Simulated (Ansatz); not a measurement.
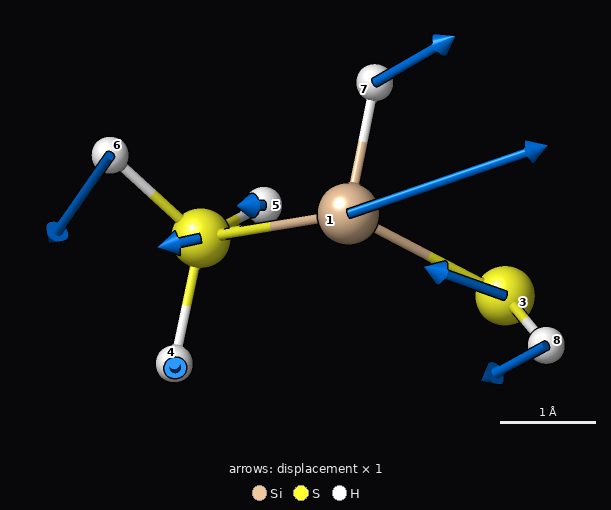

A relaxation of SiH₅S₂ (charge +1). The starting structure is drawn; blue arrows show the displacements, at their true length. The two geometries are superimposed by the best rigid fit.

A ball-and-stick model, seen at a tilt.

It is one of the separated reactants of a reaction.

The calculation used RKS PBE-D4/def2-SVP in Ansatz 0.2.0. Set-up: force threshold 0.03 eV/Å; at most 250 steps.

Atoms of which element are displaced furthest, and by how much?

Answer. Silicon: up to 2.36 Å, against 1.63 Å for hydrogen.

What happened in the run?

Answer. Over 25 accepted moves (26 points after the start) the energy falls by 2.856 eV. Largest force component: 4.1 eV/Å at the start, 0.013 eV/Å at the end. The line search rejected the trial step at point 22 of the run. The largest move after the best rigid fit is that of the Si atom, 2.36 Å. Largest moves by element: Si 2.36 Å, H 1.63 Å, S 1.04 Å. Near-neighbour distances that change, for instance: S–Si 2.270 → 4.863 Å, S–S 3.349 → 3.033 Å, H–Si 1.420 → 1.546 Å, S–Si 2.056 → 2.182 Å. Bonds break: S–Si (2.27 → 4.86 Å). Bond angles that change, for instance: H–S–H 116.5° → 93.0°, H–S–H 116.0° → 94.4°, S–Si–H 101.4° → 86.3°. Groups turn about S–Si by about 65°. The run took 27 s on 2 threads of Arm Neoverse V2 (shared host).
